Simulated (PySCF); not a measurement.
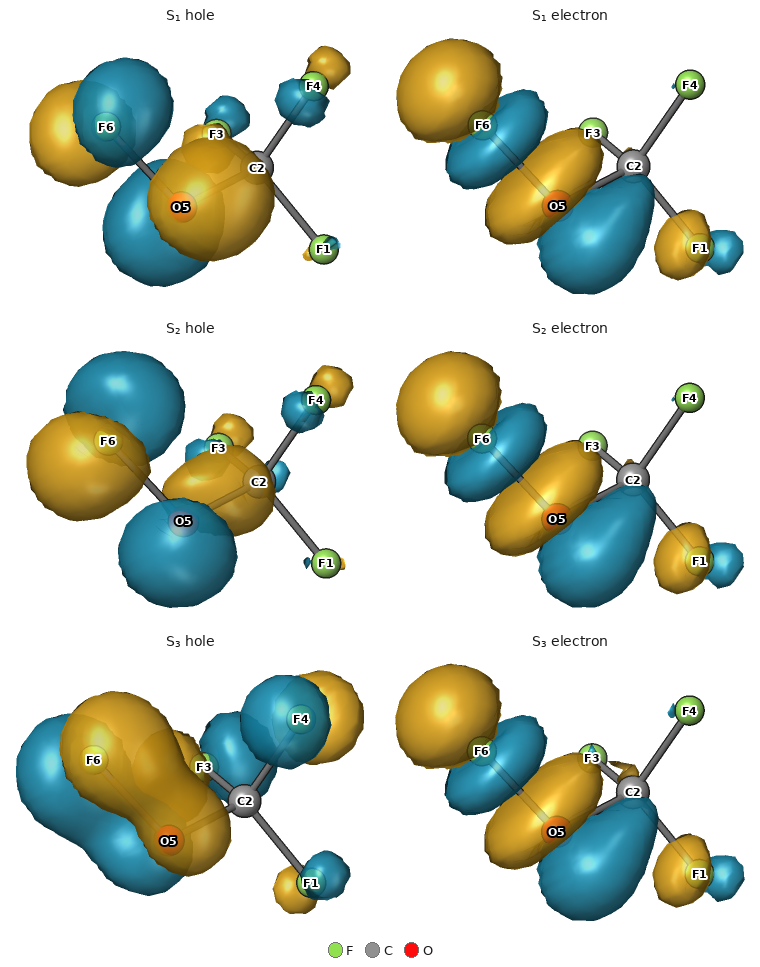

*CF4O, SMILES `FC(F)(F)OF`. Leading natural transition orbitals (TDA singlet states).*

PySCF calculation, CAM-B3LYP/def2-SVPD, gas phase; geometry: GFN2-xTB. No frequency check shows the geometry to be a minimum.

Cartesian coordinates (Å):

```
F1       1.3777   -0.8615   -0.0142
C2       0.3622   -0.0130    0.0006
F3       0.4618    0.7842   -1.0580
F4       0.4696    0.7555    1.0764
O5      -0.7494   -0.7819   -0.0060
F6      -1.8844    0.0254    0.0008
```

### Describe these excited states.

By state:
- S₁: 5.47 eV (227 nm), f = 0.000 (very weak); the leading pair carries 100 %; hole on O5 (55 %) and F6 (35 %), electron on O5 (45 %) and F6 (45 %); their centroids lie 0.1 Å apart.
- S₂: 7.09 eV (175 nm), f = 0.003; the leading pair carries 100 %; hole on F6 (63 %), O5 (26 %) and C2 (6 %), electron on F6 (45 %), O5 (44 %) and C2 (5 %); their centroids lie 0.3 Å apart.
- S₃: 9.18 eV (135 nm), f = 0.001 (very weak); the leading pair carries 99 %; hole on F6 (46 %), O5 (18 %) and F3 and F4 (16 % each), electron on F6 (45 %), O5 (44 %) and C2 (6 %); their centroids lie 0.6 Å apart.
